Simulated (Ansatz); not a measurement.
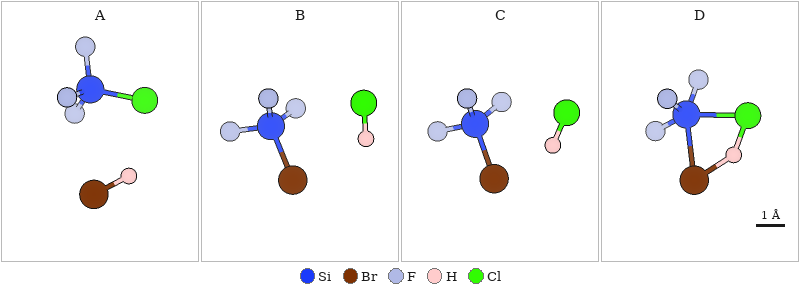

4 geometries from a converged minimum-energy path of SiHBrClF3, made up at the start of SiBrF3 and HCl, shuffled. Style: ball-and-stick. Shown at a tilt.

Computed with RKS B3LYP-D4/def2-SVP (Ansatz 0.2.0). Settings: 5 movable images; climbing image; force threshold 0.03 eV/Å; iteration limit 60; starting path through a guess of the saddle point.

Q: One of them is the converged climbing image. Which?

A: D. In order along the path, whose images run from 0 to 6: B (image 0, 0.0 kcal/mol), C (image 1, +2.2 kcal/mol), D (image 3, +33.5 kcal/mol), A (image 6, −2.6 kcal/mol). Breaking: Cl–H (1.29 → 2.87 Å), Br–Si (2.19 → 3.91 Å). Forming: Br–H (3.09 → 1.43 Å), Cl–Si (3.67 → 2.03 Å).

Limits of the set-up: the start holds two separate molecules, 3.1 Å apart at their closest, whose relative position is a soft coordinate.
